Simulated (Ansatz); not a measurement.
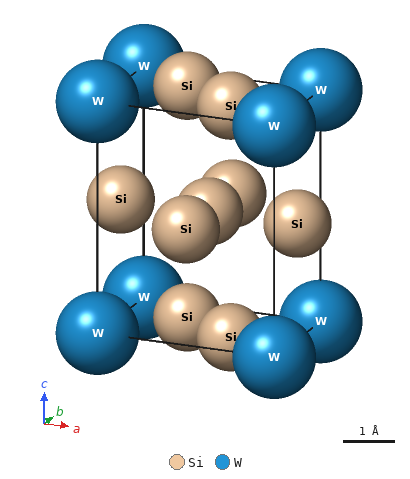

The image is a spheres-only drawing of a crystal, viewed slightly off an axis. The simulation cell is drawn as a box.

```yaml
crystal:
  lattice:
    - [4.70831, 0.00000, 0.00000]
    - [-2.35415, 4.07751, 0.00000]
    - [0.00000, 0.00000, 4.68756]
  atoms:
    - { symbol: Si, position: [0.33333, 0.66667, 0.00000] }
    - { symbol: Si, position: [0.66667, 0.33333, 0.00000] }
    - { symbol: Si, position: [0.50000, 0.00000, 0.50000] }
    - { symbol: Si, position: [0.50000, 0.50000, 0.50000] }
    - { symbol: Si, position: [0.00000, 0.50000, 0.50000] }
    - { symbol: W, position: [0.00000, 0.00000, 0.00000] }
```

Method used: Ansatz, DFT PBE, scalar-relativistic, plane waves, PAW. It ran with a cutoff energy of 420 eV, k-grid 12×12×8, Gaussian smearing of 0.1 eV, no spin polarisation.

Q: How charged are the atoms, by the Bader scheme?

A: Si -0.17 to -0.03 e; W +0.43 e.

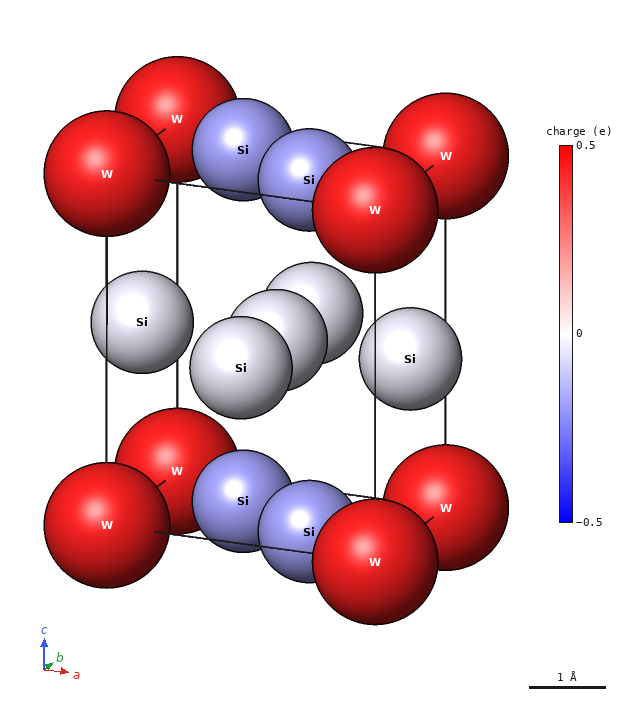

The atoms coloured by those charges.

The initial geometry was a structure type filled with these elements by a generator (whether the compound takes this form wasn't checked). Earlier steps of the study, as a rule a relaxation of our own, may have changed the cell and positions, so they can lie some per cent off the listed ones. A calculation with Ansatz used it as input.
